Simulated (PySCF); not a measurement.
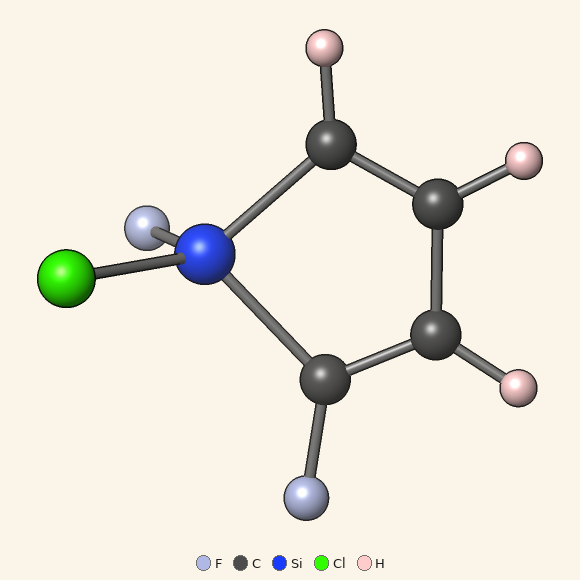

Rendered structure (ball-and-stick style).

Computed geometry: GFN2-xTB optimisation. No frequency run is at hand to confirm it as a minimum.

Description:

Formula C4H3ClF2Si. SMILES: `FC1=CC=C[Si@]1(F)Cl`. Independent rings (smallest set): 1 of 5 members. Among its groups: alkene, C–F bond. The point group is C1. Coordination, clear cases only: 4 C trigonal planar.

The parts below concern this one geometry. Atoms keep their numbers from picture to picture.

Shape

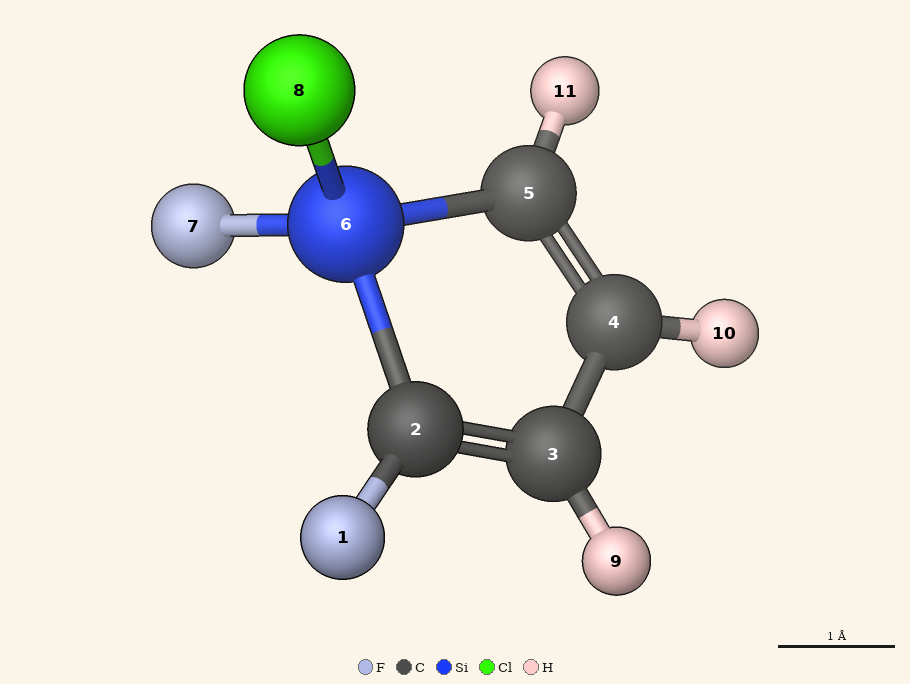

No frequency run is at hand to confirm it as a minimum.

Estimate the angles F1–C2–Si6, C2–C3–C4, C2–C3–H9, C2–Si6–C5, C2–Si6–F7, C3–C2–Si6, C3–C4–C5, C3–C4–H10, C5–C4–H10, C5–Si6–F7, C5–Si6–Cl8, Si6–C5–H11.

| angle | degrees |
| --- | --- |
| F1–C2–Si6 | 126.8 |
| C2–C3–C4 | 114.5 |
| C2–C3–H9 | 124.4 |
| C2–Si6–C5 | 87.9 |
| C2–Si6–F7 | 110.9 |
| C3–C2–Si6 | 110.6 |
| C3–C4–C5 | 117.4 |
| C3–C4–H10 | 118.9 |
| C5–C4–H10 | 123.7 |
| C5–Si6–F7 | 112.5 |
| C5–Si6–Cl8 | 120.0 |
| Si6–C5–H11 | 128.2 |

Polarisability

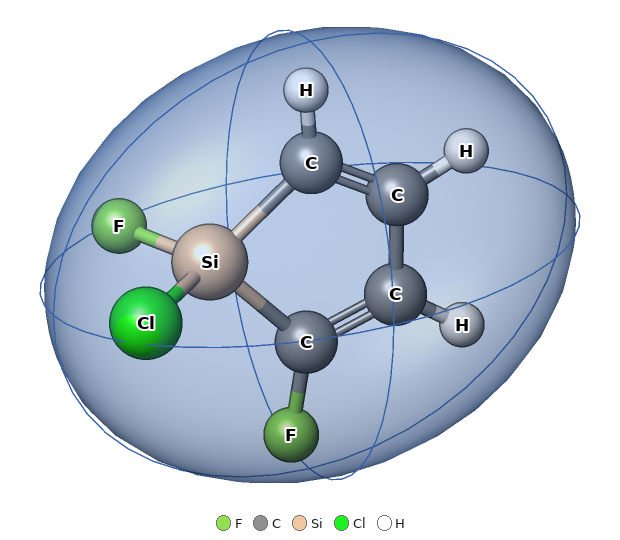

The ellipsoid shows the static dipole polarisability: its half-axes are proportional to the principal values. No frequency run is at hand to confirm it as a minimum. Method: PBE0/def2-SVPD (PySCF 2.14.0).

How large and how anisotropic is the polarisability?

Answer. Principal values 59.1, 79.2, 96.6 bohr³; mean 78.3 bohr³ (11.60 Å³); anisotropy 32.4 bohr³, so the longest axis is 1.63 times the shortest.

Quadrupole coupling

No frequency run is at hand to confirm it as a minimum. Electric field gradients from the ground-state density, PBE0/pcSseg-1 (PySCF 2.14.0), non-relativistic apart from any core potentials.

Give the largest field-gradient component, the quadrupole coupling constant and the asymmetry for 35Cl at Cl8 (Q = −81.7 mb).

```tsv
atom	V_zz (a.u.)	e²qQ/h (MHz)	η
Cl8	2.128	−40.8	0.03
```

Ring current

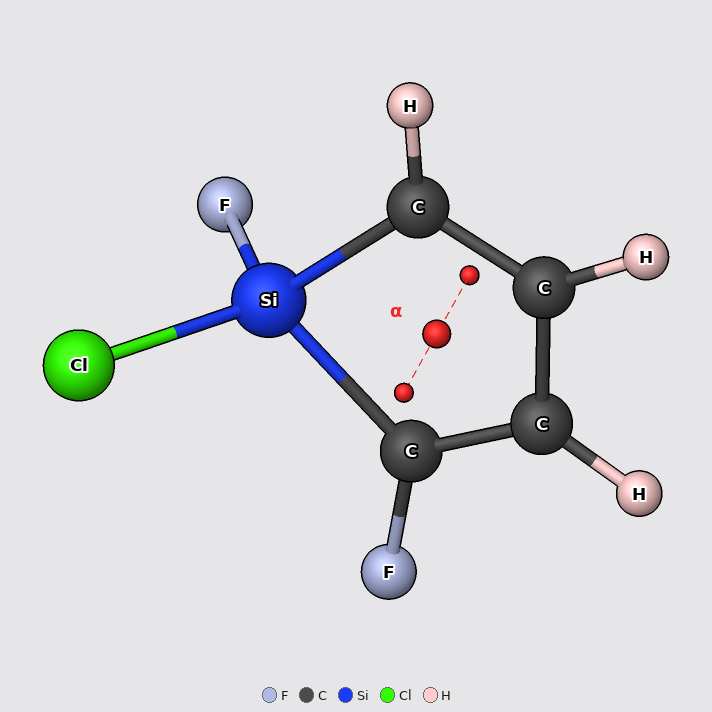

The small points mark where nucleus-independent chemical shifts (NICS) were computed: at the centre of each lettered ring and 1 Å above and below it. No frequency run is at hand to confirm it as a minimum. Level of theory: GIAO PBE0/pcSseg-1 NMR shielding, non-relativistic, gas phase (PySCF 2.14.0).

Give NICS(0), NICS(1) and the out-of-plane component NICS(1)zz for each ring (means of the two sides).

```tsv
ring	members	NICS(0)	NICS(1)	NICS(1)zz
α	C4Si	3.5	1.5	12.3
```

Values in ppm.

What do the values say about the ring currents?

Answer. Ring α: paratropic, as in an antiaromatic ring. NICS is one index among several.

Excitation

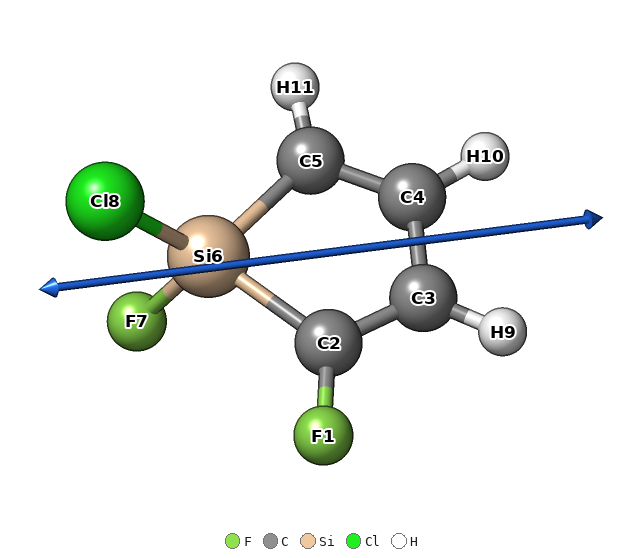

The double arrow shows the direction of the transition dipole to excited singlet state 4 (its length means nothing). No frequency run is at hand to confirm it as a minimum. Level of theory: TDDFT PBE0/def2-SVPD, vertical, gas phase, core orbitals frozen in the response (PySCF 2.14.0).

Where does the transition lie, and how strong is it?

Answer. 6.46 eV (192 nm), oscillator strength 0.046, mainly HOMO−2 → LUMO (weight 0.76); transition dipole 1.36 D.

The geometry is semi-empirical. Around Si such bond lengths and angles can be off by a tenth of an ångström or more and by several degrees, and values that hang on the shape move with them.
